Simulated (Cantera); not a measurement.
A closed system holds: 1 mol Al(CH₃)₃, 0.6 mol H₂O, a varied amount of N₂, held at 727 °C and 0.100 bar.

Method: chemical equilibrium by Gibbs-energy minimisation in Cantera with the NASA 1993 tables (ideal gas, pure condensed phases). Candidate condensed phases: Al, AlN, Al₂O₃, C, C₆H₆, C₇H₈, C₈H₁₈, H₂O; 148 gas species. The feed counts by its element totals alone. Kinetics and transport are ignored.

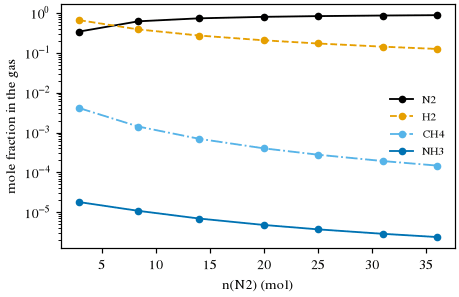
Fig. 1. Equilibrium gas composition (values under 1e-9 drawn at 1e-9)

**Question.** Read off the mole fractions at 36 mol N₂.

**Answer.** N₂ about 0.88, H₂ about 0.12, CH₄ about 0.00015, NH₃ about 2.4e-6.
